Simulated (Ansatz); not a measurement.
# Doping YCu (Pm-3m) with electrons and holes, part 2 of 5

Wanted: the effect of band filling on phonon scattering in YCu (Pm-3m).

Ansatz 0.2.0; DFT PBEsol, scalar-relativistic, plane waves, PAW; PAW set soft_1.

So far. Step 2 (Relaxing cell and atoms): The largest force is now zero by symmetry and the largest stress component 3.4e-4 GPa, small enough for phonons. The relaxed cell has a = 3.423 Å (conventional setting).

### 3. Electron–phonon run: q 2×2×2, k 6×6×6, scattering 12×12×12

Phonons, couplings and the Boltzmann equation in one run.

input.yaml

```yaml
crystal:
  lattice:
    - [3.4226369354, 0.0, 0.0]
    - [0.0, 3.4226369354, 0.0]
    - [0.0, 0.0, 3.4226369354]
  atoms:
    - { symbol: "Y", position: [0.0, 0.0, 0.0] }
    - { symbol: Cu, position: [0.5, 0.5, 0.5] }
kpoints:
  mp_grid: { grid: [6, 6, 6] }
hamiltonian:
  xc: pbesol
  pseudopotentials: { kind: paw, azcp: { folder: soft_1 }, xc_functional: pbe }
scf:
  occupations: { method: methfessel_paxton, width: 0.2 }
output:
  eigenvalues: true
phonons:
  method: dfpt
  qmesh: [2, 2, 2]
  temperatures: { t_max: 1000, t_step: 50 }
  qpath:
    path:
      - [[0.0, 0.0, 0.0], [0.0, 0.5, 0.0], [0.5, 0.5, 0.0], [0.0, 0.0, 0.0], [0.5, 0.5, 0.5], [0.0, 0.5, 0.0]]
      - [[0.5, 0.5, 0.5], [0.5, 0.5, 0.0]]
    npoints: 10
  electrical_resistivity:
    mesh: [12, 12, 12]
    temperatures: [20.0, 50.0, 77.0, 100.0, 150.0, 200.0, 300.0, 400.0, 600.0, 800.0]
```

Command:

```console
> ansatz run input.yaml --threads 4 --pin off --max-ram 12288MiB --backend cpu --events-out ev --progress --plain --runs-dir out
```

Numbers of over 12 decimals in the logs are rounded to 6 here.

What it wrote:

```text
[...]
Crystal: 2 atoms, lattice volume = 40.094 Å³
Basis set: ecut = 420 eV, 751 PW (Γ), exchange–correlation on 48×48×48 points (8 copies of the dense FFT grid, shifted against one another)
Bands: 19, of which v1, the nominal top of the filled ones, is band 15 counted from 1 (14 counted from 0)
Symmetry: 48 space group operations
k-points: 20 of 216
[...]
SCF iter   1: F=—  HF=-10395.202466 eV  |F-HF|=—  |Δ(HF+E_count)|=         —  Δρ=8.55e-1  dr2=2.42e2  ethr=3.10e-3  ⟨swp⟩=5.0  Hψ=3295  notcnv=0
automatic band count: the SCF goes on with 23 bands, as 19 were too few: they end inside the smearing window of the response
[...]
SCF iter   2: F=—  HF=-10387.301558 eV  |F-HF|=—  |Δ(HF+E_count)|=    7.90e0  S|Δr|=    0.00e0  Δρ=3.93e-1  dr2=5.47e1  ethr=3.10e-3  ⟨swp⟩=2.0  Hψ=1052  notcnv=0  defer=27
[...]
SCF iter  14: F=-10384.326410 eV  HF=-10384.326410 eV  |F-HF|=1.82e-12  |Δ(HF+E_count)|=  7.28e-12  S|Δr|=    0.00e0  Δρ=2.25e-8  dr2=1.96e-13  ethr=1.00e-12  ⟨swp⟩=4.8  Hψ=1423  notcnv=0
SCF 1 converged in 14 iterations: F = -10384.326410 eV  dr2 = 1.96e-13
[...]
iter 1 solved again at ethr=2.69e-8 eV; its pass at ethr=3.10e-3 eV (dr2=8.08e-6 eV) is discarded
SCF iter   1: F=—  HF=-10384.326417 eV  |F-HF|=—  |Δ(HF+E_count)|=         —  Δρ=1.56e-7  dr2=6.62e-12  ethr=2.69e-8  ⟨swp⟩=3.0  Hψ=2616  notcnv=0
eigensolver tolerance schedule: the retry pair's looser diagonalisation over-reported the residual by 1221636.60 of it (diagonalisation noise at an unbounded share of the residual, at the tolerance the schedule requests for it); recorded, not acted on — ethr = c·dr2/N_el stays at c = 1.0e-1
[...]
SCF iter   2: F=—  HF=-10384.326410 eV  |F-HF|=—  |Δ(HF+E_count)|=   6.76e-6  S|Δr|=    0.00e0  Δρ=9.01e-8  dr2=3.66e-12  ethr=1.00e-12  ⟨swp⟩=2.7  Hψ=1585  notcnv=0
SCF iter   3: F=-10384.326410 eV  HF=-10384.326410 eV  |F-HF|=0.00e0  |Δ(HF+E_count)|=  3.64e-12  S|Δr|=    0.00e0  Δρ=5.06e-8  dr2=9.94e-13  ethr=1.00e-12  ⟨swp⟩=1.0  Hψ=840  notcnv=0
SCF 2 converged in 3 iterations: F = -10384.326410 eV  dr2 = 9.94e-13
phonons: the bands overlap, so this run is a metal and interpolates without the dipole-dipole term. If the crystal is really an insulator or semiconductor, its LO-TO splitting is missing
NSCF: frozen V_eff on 20 k-points
[...]
DFPT response loops at q = (0, 0, 0) (fractional): preconditioner auto → Kerker (q_TF=auto, 2.600 Å⁻¹) (partly filled bands, converged f_vac=0.000); β = 1.00, the filter's whole step (`scf.mixing.beta` (0.50) is not read by the response loops under this deck's `scf.mixing.preconditioner`; to damp them name `kerker` or `kerker_dos`, under which they read `scf.mixing.beta`, and type it under 1.00, their step now; both keys bind the ground state too); Broyden in place of MSR1
[...]
Bands: 23, of which v1, the nominal top of the filled ones, is band 15 counted from 1 (14 counted from 0)
SCF iter   1: F=—  HF=-10395.202466 eV  |F-HF|=—  |Δ(HF+E_count)|=         —  Δρ=8.55e-1  dr2=2.42e2  ethr=3.10e-3  ⟨swp⟩=5.0  Hψ=1845  notcnv=0
[...]
SCF iter  14: F=-10384.326410 eV  HF=-10384.326410 eV  |F-HF|=0.00e0  |Δ(HF+E_count)|=  9.09e-12  S|Δr|=    0.00e0  Δρ=2.27e-8  dr2=1.96e-13  ethr=1.00e-12  ⟨swp⟩=2.0  Hψ=840  notcnv=0
SCF 3 converged in 14 iterations: F = -10384.326410 eV  dr2 = 1.96e-13
[...]
SCF converged after 14 iterations
Stability not checked: this state was not tested for a lower state beside it, because cold or Methfessel-Paxton smearing, or corrected tetrahedra, fill the levels in a way that the test cannot read (fill_not_monotonic; see scf.lower_state_search)
Free energy (F): -10384.326410 eV
[...]
Internal energy: -10384.333293 eV  (E = F + TS)
E sigma→0 (E₀):  -10384.328131 eV
Entropy (-TS):   0.006883 eV (3.442 meV/atom)
Fermi energy:    12.537881 eV
[...]
--- Band table (eV; the first three rows and the last of 20) ---
  k-point 0: bands = [... 11 lower, 9.7486, 9.7486, 9.7486, 13.1411, 13.1411, 17.6025, 17.6025, 17.6025, ... 4 higher]
  k-point 1: bands = [... 11 lower, 9.7339, 9.7339, 9.7695, 13.1017, 13.1069, 16.1904, 16.1904, 17.5963, ... 4 higher]
  k-point 2: bands = [... 11 lower, 9.7086, 9.7086, 9.8118, 12.0146, 13.0257, 14.9110, 14.9110, 17.5835, ... 4 higher]
  k-point 19: bands = [... 11 lower, 10.0651, 10.0651, 10.8939, 10.8939, 10.8939, 14.3074, 19.1148, 19.1148, ... 4 higher]
--- Phonons (Γ-DFPT): 2 representative perturbations + reference (Σ response iterations 10) ---
  ASR residual: 4.964e-6 → 0.000e0 eV/Å²; symmetrization residual: 8.442e-8 eV/Å²
  ASR residual per site (eV/Å²): 3.88e-6 4.96e-6
  Γ frequencies (cm⁻¹): 0.00 0.00 0.00 146.65 146.65 146.65
--- Phonons (arbitrary-q DFPT): 4 irreducible q on the 2×2×2 mesh ---
  q = [0.0000, 0.0000, 0.0000] (star 1, of the zone-centre solve; hermiticity 5.76e-8, symmetrization 1.75e-12): -0.00 0.00 0.00 146.65 146.65 146.65
  q = [0.0000, 0.0000, -0.5000] (star 3, 4 solved perturbations in 208 linear systems a pass and spin channel, the states on 64 of 216 k-point pairs; hermiticity 9.33e-12, symmetrization 4.95e-12): 94.82 94.82 103.93 116.55 116.55 171.68
[...]
q = [-0.5000, -0.5000, -0.5000] (star 1, 2 solved perturbations on 40 of 216 k-point pairs; hermiticity 2.11e-12, symmetrization 2.63e-12): 82.30 82.30 82.30 170.32 170.32 170.32
  sum rule: each row above includes the acoustic sum rule's correction from the zone centre's row sums; it moved no ω² by more than (0.15 cm⁻¹)²
  mesh force constants: q→R imaginary residual 1.21e-17; ASR residual 4.964e-6 → 0.000e0 eV/Å²; symmetrization residual 4.441e-15 eV/Å²
  interpolated dispersion: 62 rows × 6 modes
  density of states and harmonic sums: on the 18×18×18 q-mesh, interpolated from the force constants of a 2×2×2 supercell (no non-analytic term)
  largest difference from the sums on the solved wave vectors: F 5.37e-2 eV, S 8.60e-5 and C_V 3.23e-5 eV/K
  zero-point energy: 0.041047 eV/cell   skipped modes (ω ≤ 0): 3   left out of the sums: 8.57e-5 of the cell's modes: C_V's classical limit lies that fraction below 3 k_B per atom; for a crystal, a wire or a layer, F and S can be off by more, and a phonons.interpolated_qmesh denser along its periods is the remedy for the sampling
--- Electrical resistivity: potentials and phonons of a 2×2×2 supercell ---
  scattering by harmonic phonons alone, with no dipole-dipole term; scattering by other electrons, impurities, surfaces and spin disorder is left out, and so is spin–orbit coupling
  the resistivity is that of a variational response, whose dependence on the energy is improved iteratively
  at the Fermi level of each mesh (of a tensor a third of its trace):
           mesh   spin    states/(eV spin)  plasma energy (eV)         λ      λ_tr    ħω_log (meV)
       12×12×12                     0.5469              5.0404    0.3613    0.3921          11.222
          6×6×6                     0.5563              5.1815    0.3518    0.3581          11.341
          3×3×3                     0.6090              4.3954    0.3215    0.3588          12.466
  resistivity on the deck's mesh, µΩ·cm:
     T (K)       trace/3  mesh converged            xx            yy            zz    lowest order   relaxation time
     20.00     8.6007e-2              no     8.6007e-2     8.6007e-2     8.6007e-2       1.5096e-1         9.3549e-2
     50.00      1.4960e0              no      1.4960e0      1.4960e0      1.4960e0        1.7256e0          1.4309e0
     77.00      3.3553e0              no      3.3553e0      3.3553e0      3.3553e0        3.5924e0          3.1677e0
    100.00      4.9637e0              no      4.9637e0      4.9637e0      4.9637e0        5.1955e0          4.6725e0
    150.00      8.3179e0              no      8.3179e0      8.3179e0      8.3179e0        8.5756e0          7.8169e0
    200.00      1.1533e1              no      1.1533e1      1.1533e1      1.1533e1        1.1849e1          1.0836e1
    300.00      1.7787e1              no      1.7787e1      1.7787e1      1.7788e1        1.8247e1          1.6714e1
    400.00      2.3950e1              no      2.3950e1      2.3950e1      2.3950e1        2.4568e1          2.2512e1
    600.00      3.6218e1              no      3.6218e1      3.6218e1      3.6218e1        3.7198e1          3.4080e1
    800.00      4.8580e1              no      4.8580e1      4.8580e1      4.8580e1        5.0089e1          4.5784e1
  mean free path at 20 K (of a tensor a third of its trace): 1674 nm by what each carries, 1354 by the Fermi surface alone
[...]
the resistivity times a path that all electrons share, by the Fermi surface of the deck's mesh alone (a third of the trace): 1.164e-15 Ω·m²
  not converged in the mesh (λ; λ_tr; the resistivity at 20 K by 18.77 %; the resistivity at 50 K by 14.50 %; the resistivity at 77 K by 13.61 %; the resistivity at 100 K by 13.44 %; the resistivity at 150 K by 13.23 %; the resistivity at 200 K by 12.96 %; the resistivity at 300 K by 12.37 %; the resistivity at 400 K by 11.88 %; the resistivity at 600 K by 11.10 %; the resistivity at 800 K by 10.33 %): between neighb [...]
  vibrations of 8 cells: unjudged by the run; compare a larger repeat
  the changes of the potential over all sites missed a rigid shift's by 0.00 % (the site terms' by 0.00 %)
  between the force constants' wavevectors the phonons are obtained by Fourier interpolation alone: along a vector of fewer than three repeats the shortest translation of the supercell is 6.845 Å, and under 7.500 Å the phonon self-energy is left out by default: enlarge phonons.supercell (under dfpt, phonons.qmesh)
```

Elapsed: 29 s, on 4 threads of Arm Neoverse V2, shared host; peak memory 0.68 GiB.

This step gave:

| Item | Value |
| --- | --- |
| zero point energy | 0.04105 eV/cell |
| share of imaginary modes in the plain interpolation between solved wavevectors | 0 |
| highest frequency, solved or plainly interpolated | 171.7 cm⁻¹ |
| Debye temperature (second moment) | 217 K |
| resistivity at 300 K | 17.79 μΩ cm |
| coupling constant λ | 0.3613 |
| density of states at the Fermi level | 0.5469 states/eV a spin and cell |
| log mean phonon energy ħω_log | 11.22 meV |
| transport coupling constant λ_tr | 0.3921, 0.3921, 0.3921 (xx, yy, zz) |
| Drude plasma energy | 5.04, 5.04, 5.04 eV (xx, yy, zz) |
| resistivity times mean free path | 11.64, 11.64, 11.64 × 10⁻¹⁶ Ω m² (xx, yy, zz) |
| second-moment phonon energy ħω₂ | 13.25 meV, from the broadened α²F curve |
| coupling λ by branch | 0.103, 0.0805, 0.0484, 0.0292, 0.0447, 0.0551 (branches by rank of frequency) |

Solved on the 2×2×2 mesh alone; all other wavevectors are interpolated. The phonon branches at the labelled points (cm⁻¹):

| point | branch 1 | branch 2 | branch 3 | branch 4 | branch 5 | branch 6 |
| --- | --- | --- | --- | --- | --- | --- |
| Γ | 0 | 0 | 0 | 147 | 147 | 147 |
| X | 95 | 95 | 104 | 116 | 116 | 172 |
| M | 38 | 38 | 65 | 111 | 166 | 166 |
| Γ | 0 | 0 | 0 | 147 | 147 | 147 |
| R | 82 | 82 | 82 | 170 | 170 | 170 |
| X | 95 | 95 | 104 | 116 | 116 | 172 |
| jump to R | 82 | 82 | 82 | 170 | 170 | 170 |
| M | 38 | 38 | 65 | 111 | 166 | 166 |

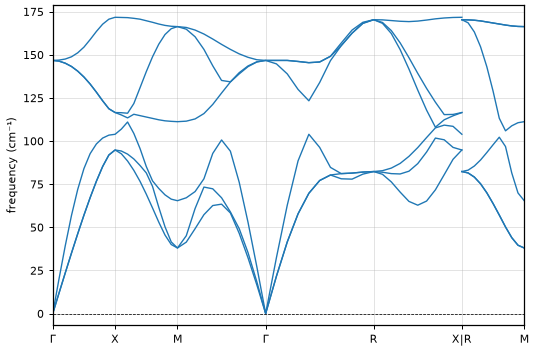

Phonon branches along the path.

The Eliashberg function α²F has structure finer than the step of the table below, so its rows give means over 1 meV, whole bins alone (the curve runs from 0.083 to 21.2 meV). Peaks (meV: height): α²F 8.2: 0.237, 17.2: 0.157, 20.7: 0.598; α²F tr 8.2: 0.273, 20.7: 0.698.

Eliashberg function α²F against phonon energy; means over each step:

| phonon energy (meV) | α²F | α²F tr |
| --- | --- | --- |
| 1 | 4.3e-6 | 0 |
| 2 | 2.1e-4 | 5.5e-5 |
| 3 | 0.00129 | 3.7e-4 |
| 4 | 0.00286 | 0.00114 |
| 5 | 0.0123 | 0.00979 |
| 6 | 0.0507 | 0.0521 |
| 7 | 0.104 | 0.114 |
| 8 | 0.206 | 0.236 |
| 9 | 0.199 | 0.231 |
| 10 | 0.168 | 0.191 |
| 11 | 0.116 | 0.129 |
| 12 | 0.120 | 0.126 |
| 13 | 0.0571 | 0.0598 |
| 14 | 0.0612 | 0.0737 |
| 15 | 0.0758 | 0.0825 |
| 16 | 0.0947 | 0.0942 |
| 17 | 0.130 | 0.122 |
| 18 | 0.0947 | 0.0931 |
| 19 | 0.158 | 0.153 |
| 20 | 0.262 | 0.280 |

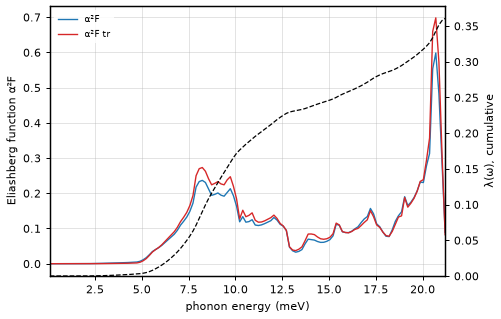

Eliashberg function α²F against phonon energy. The dashed line is the running λ.

Phonon-limited, linearised Boltzmann equation on a 12x12x12 mesh. Table of resistivity, along x by temperature:

| temperature (K) | resistivity, along x (μΩ cm) |
| --- | --- |
| 20 | 0.0860 |
| 50 | 1.50 |
| 77 | 3.35 |
| 100 | 4.96 |
| 150 | 8.32 |
| 200 | 11.5 |
| 300 | 17.8 |
| 400 | 23.9 |
| 600 | 36.2 |
| 800 | 48.6 |

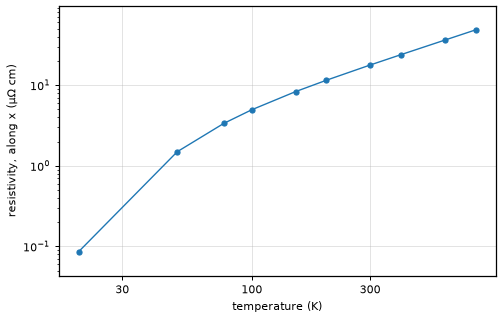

Resistivity, along x, plotted against temperature.

Resistivity, by row:

| T (K) | ρ_xx (μΩ cm) | ρ_yy | ρ_zz | ρ by Ziman's lowest order, mean | ρ by relaxation times, mean | within 2 % of the coarser mesh |
| --- | --- | --- | --- | --- | --- | --- |
| 20 | 0.08601 | 0.08601 | 0.08601 | 0.151 | 0.09355 | no |
| 50 | 1.496 | 1.496 | 1.496 | 1.726 | 1.431 | no |
| 77 | 3.355 | 3.355 | 3.355 | 3.592 | 3.168 | no |
| 100 | 4.964 | 4.964 | 4.964 | 5.195 | 4.673 | no |
| 150 | 8.318 | 8.318 | 8.318 | 8.576 | 7.817 | no |
| 200 | 11.53 | 11.53 | 11.53 | 11.85 | 10.84 | no |
| 300 | 17.79 | 17.79 | 17.79 | 18.25 | 16.71 | no |
| 400 | 23.95 | 23.95 | 23.95 | 24.57 | 22.51 | no |
| 600 | 36.22 | 36.22 | 36.22 | 37.2 | 34.08 | no |
| 800 | 48.58 | 48.58 | 48.58 | 50.09 | 45.78 | no |

Some points of the scattering mesh along the symmetry lines, up to three branches each (those of largest λ), at most 39 rows; the frequencies are those of the scattering step, which can differ from the solved and plainly interpolated ones; single rows converge slowly. Mode couplings:

| q1 | q2 | q3 | branch | ħω (meV) | λ_q | half width (meV) |
| --- | --- | --- | --- | --- | --- | --- |
| 0 | 0.3333 | 0 | 1 | 9.13 | 0.0215 | 0.00308 |
| 0 | 0.3333 | 0 | 3 | 12 | 0.046 | 0.0114 |
| 0 | 0.3333 | 0 | 6 | 20.08 | 0.0971 | 0.0672 |
| 0.1667 | 0.5 | 0 | 1 | 10.04 | 0.105 | 0.0182 |
| 0.1667 | 0.5 | 0 | 5 | 15.46 | 0.0725 | 0.0298 |
| 0.1667 | 0.5 | 0 | 6 | 21.2 | 0.075 | 0.0579 |
| 0.5 | 0.5 | 0 | 1 | 4.71 | 0.401 | 0.0153 |
| 0.5 | 0.5 | 0 | 2 | 4.71 | 0.401 | 0.0153 |
| 0.5 | 0.5 | 0 | 5 | 20.62 | 0.081 | 0.0592 |
| 0.1667 | 0.1667 | 0 | 1 | 6.29 | 0.0433 | 0.00294 |
| 0.1667 | 0.1667 | 0 | 3 | 10.27 | 0.0457 | 0.00829 |
| 0.1667 | 0.1667 | 0 | 4 | 17.02 | 0.0532 | 0.0265 |
| 0.25 | 0.25 | 0.25 | 1 | 9.56 | 0.0679 | 0.0107 |
| 0.25 | 0.25 | 0.25 | 2 | 9.56 | 0.0679 | 0.0107 |
| 0.25 | 0.25 | 0.25 | 3 | 11.94 | 0.0554 | 0.0136 |
| 0.4167 | 0.5 | 0.4167 | 1 | 9.67 | 0.188 | 0.0302 |
| 0.4167 | 0.5 | 0.4167 | 2 | 10.09 | 0.176 | 0.0307 |
| 0.4167 | 0.5 | 0.4167 | 3 | 10.37 | 0.129 | 0.0238 |
| 0.0833 | 0.5 | 0.0833 | 1 | 10.36 | 0.0863 | 0.0159 |
| 0.0833 | 0.5 | 0.0833 | 4 | 14.01 | 0.0769 | 0.0259 |
| 0.0833 | 0.5 | 0.0833 | 6 | 21.26 | 0.0571 | 0.0443 |
| 0.5 | 0.5 | 0.3333 | 1 | 9.12 | 0.189 | 0.0271 |
| 0.5 | 0.5 | 0.3333 | 2 | 9.12 | 0.189 | 0.0271 |
| 0.5 | 0.5 | 0.3333 | 3 | 11.21 | 0.106 | 0.0228 |
| 0.5 | 0.5 | 0 | 1 | 4.71 | 0.401 | 0.0153 |
| 0.5 | 0.5 | 0 | 2 | 4.71 | 0.401 | 0.0153 |
| 0.5 | 0.5 | 0 | 5 | 20.62 | 0.081 | 0.0592 |

Largest shares of lambda; single rows converge slowly. Strongest modes:

| q1 | q2 | q3 | star | branch | ħω (meV) | λ_q | half width (meV) |
| --- | --- | --- | --- | --- | --- | --- | --- |
| 0.08333 | 0.3333 | 0.4167 | 48 | 1 | 7.087 | 0.16 | 0.01381 |
| 0.25 | 0.3333 | 0.4167 | 48 | 1 | 8.285 | 0.1338 | 0.01578 |
| 0.1667 | 0.3333 | 0.4167 | 48 | 1 | 7.595 | 0.1291 | 0.01279 |
| 0.08333 | 0.4167 | -0.5 | 24 | 2 | 6.227 | 0.2502 | 0.01667 |
| 0.08333 | 0.4167 | 0.4167 | 24 | 1 | 6.15 | 0.2443 | 0.01588 |
| 0.08333 | 0.4167 | -0.5 | 24 | 1 | 5.72 | 0.2109 | 0.01186 |
| 0.25 | 0.3333 | -0.5 | 24 | 1 | 7.824 | 0.2046 | 0.02152 |
| 0.1667 | 0.4167 | -0.5 | 24 | 2 | 7.229 | 0.1996 | 0.01792 |

300 K. Table of cumulative share of the conductivity, along x by mean free path:

| mean free path (nm) | cumulative share of the conductivity, along x |
| --- | --- |
| 3.98 | 0.00651 |
| 4.47 | 0.0407 |
| 5.01 | 0.0964 |
| 5.62 | 0.177 |
| 6.31 | 0.518 |
| 7.08 | 0.596 |
| 7.94 | 0.741 |
| 8.91 | 0.837 |
| 10 | 0.937 |

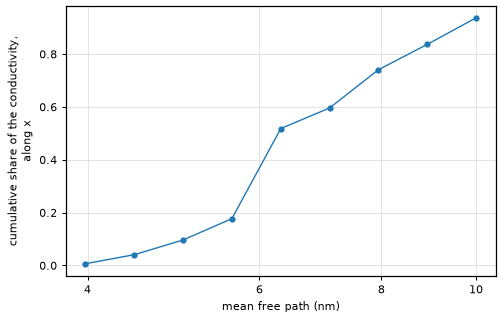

Cumulative share of the conductivity, along x, plotted against mean free path.

Resistivity by mesh:

| mesh | T (K) | mean rho (μΩ cm) |
| --- | --- | --- |
| 12x12x12 | 20 | 0.08601 |
| 12x12x12 | 300 | 17.79 |
| 12x12x12 | 800 | 48.58 |
| 6x6x6 | 20 | 0.06986 |
| 6x6x6 | 300 | 15.59 |
| 6x6x6 | 800 | 43.56 |
| 3x3x3 | 20 | 0.05484 |
| 3x3x3 | 300 | 20.96 |
| 3x3x3 | 800 | 57.11 |

Harmonic mean-square displacement, third of the trace. U eq, by row:

| T (K) | Y1 U_eq (Å²) | Cu2 U_eq (Å²) |
| --- | --- | --- |
| 0 | 0.00172 | 0.00312 |
| 100 | 0.00313 | 0.00635 |
| 300 | 0.00824 | 0.01741 |
| 600 | 0.01625 | 0.03451 |

Harmonic. Thermo, by row:

| T (K) | F_vib (meV/atom) | S (J/mol-atom/K) | C_V (J/mol-atom/K) |
| --- | --- | --- | --- |
| 0 | 20.52 | 0 | 0 |
| 50 | 19.54 | 6.337 | 12.02 |
| 100 | 13.21 | 17.7 | 20.06 |
| 150 | 1.68 | 26.39 | 22.55 |
| 200 | -13.79 | 33.03 | 23.55 |
| 250 | -32.33 | 38.34 | 24.03 |
| 300 | -53.37 | 42.75 | 24.3 |
| 350 | -76.53 | 46.51 | 24.47 |
| 400 | -101.5 | 49.79 | 24.58 |
| 450 | -128.1 | 52.69 | 24.66 |
| 500 | -156.1 | 55.29 | 24.71 |
| 550 | -185.3 | 57.65 | 24.75 |
| 600 | -215.8 | 59.8 | 24.78 |
| 650 | -247.3 | 61.78 | 24.8 |
| 700 | -279.8 | 63.62 | 24.82 |
| 750 | -313.2 | 65.34 | 24.84 |
| 800 | -347.5 | 66.94 | 24.85 |
| 850 | -382.6 | 68.45 | 24.86 |
| 900 | -418.4 | 69.87 | 24.87 |
| 950 | -455 | 71.21 | 24.88 |
| 1000 | -492.2 | 72.49 | 24.88 |

By its own test the run is not converged in the mesh. λ = 0.361 and 17.8 μΩ cm at 300 K. The run's own test puts 12 % between its two finest meshes on the component of the resistivity at 300 K that moves most, so it is not converged.

(Continued in part 3 of 5.)

[Logs are printed without paths, hosts, clocks, repeated set-up lines and the standing remarks that a program may print on its own settings, such as how far it seeks lower states.]

[Hosts, paths, dates, database ids (printed as entryN), source tags and the programs' standing remarks are cut or masked in the printed files.]
